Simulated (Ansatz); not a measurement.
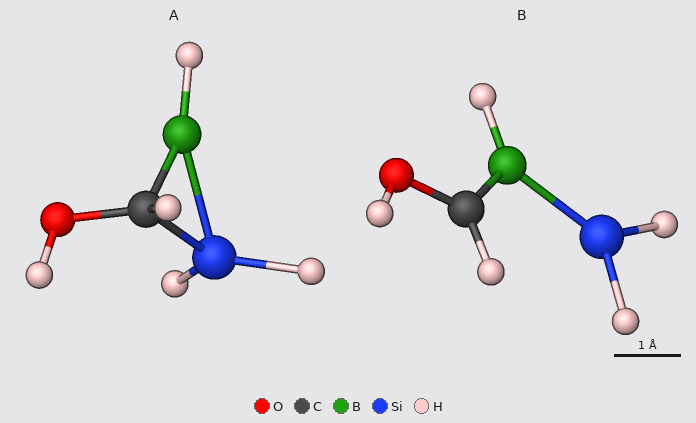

Two geometries of CH5BOSi (coarse preliminary run), drawn at one scale. One is the start of a relaxation, the other its converged end. The picture is a ball-and-stick view, seen at a tilt.

The calculation used Ansatz 0.2.0, RKS PBE-D4/def2-SVP. Settings: force threshold 0.03 eV/Å; at most 200 steps.

**Which one is relaxed?**

Structure B is the relaxed one. The start comes from a force field. The atom that moves furthest after the best rigid fit is an H atom (2.36 Å). Largest moves by element: H 2.36 Å, O 1.20 Å, Si 0.84 Å, B 0.63 Å, C 0.43 Å. Some distances before and after: O–Si 2.619 → 4.058 Å, C–Si 1.748 → 2.750 Å, H–O 1.052 → 0.977 Å, B–Si 1.954 → 1.890 Å. Bonds break: C–Si (1.75 → 2.75 Å). Bond angles that change, for instance: C–B–Si 58.6° → 107.9°, C–B–H 151.4° → 125.1°, B–Si–H 107.0° → 130.0°. Over 20 geometry steps the energy falls by 45.8 kcal/mol. The largest force component goes from 3.4 to 0.03 eV/Å. Cost: 25 s on 2 threads of Arm Neoverse V2, on a shared host.
